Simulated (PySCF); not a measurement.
Vertical excitations of a molecule C₃H₅BN₂O from TDDFT-PBE/def2-SVPD in PySCF, as energy in eV (oscillator strength): 4.19 (0.000), 4.37 (0.054), 5.54 (0.002), 5.79 (0.001), 5.89 (0.018), 5.98 (0.120), 6.04 (0.087), 6.09 (0.005), 6.48 (0.004), 6.70 (0.006). Lowest triplet (TDA): 3.24 eV. Geometry optimised at TPSSh-D3(BJ)/def2-SVP. The values are those of a single conformer.

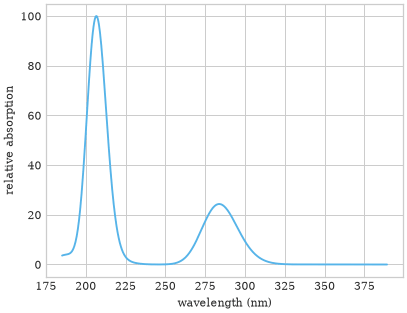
Figure. The lines broadened by 0.4 eV.

Task: Identify the compound among the candidates.
(A) NB1C=CN=CO1
(B) C/C=N/B1N=CO1
(C) OB1CN=CC=N1
(D) OB1C=NC=NC1

Result: A, NB1C=CN=CO1
